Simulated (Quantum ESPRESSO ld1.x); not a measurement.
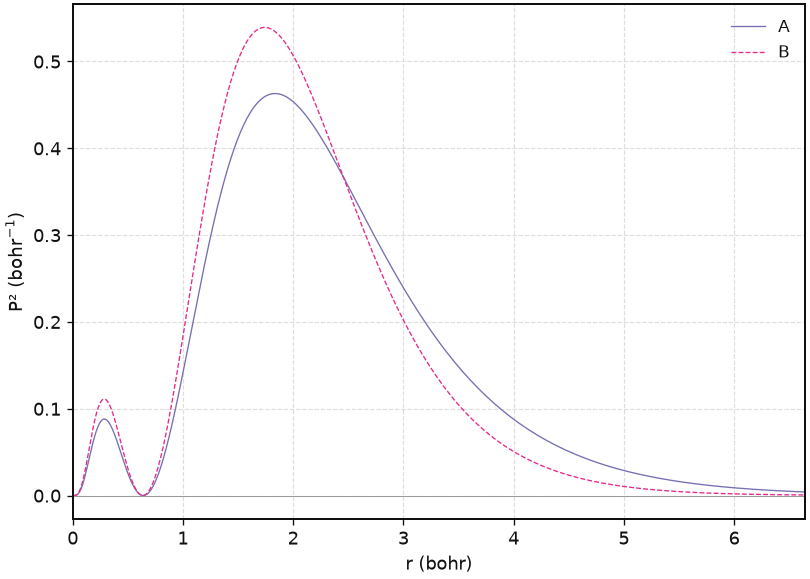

Two charge states of phosphorus were computed: P in [Ne] 3s2 3p3; P⁺ in [Ne] 3s1 3p3. Theory: scalar-relativistic Kohn-Sham, PBE, spin-unpolarised, spherical densities, point nucleus (computed with Quantum ESPRESSO ld1.x 7.5).

The plot shows P² of the 3p orbital in both runs (large components where relativistic).

**Which curve belongs to which run?**

A is P in [Ne] 3s2 3p3 (⟨r⟩ = 2.37 bohr, eigenvalue −5.51 eV); B is P⁺ in [Ne] 3s1 3p3 (⟨r⟩ = 2.11 bohr, eigenvalue −14.8 eV). Fewer electrons screen less, so the orbital shrinks.
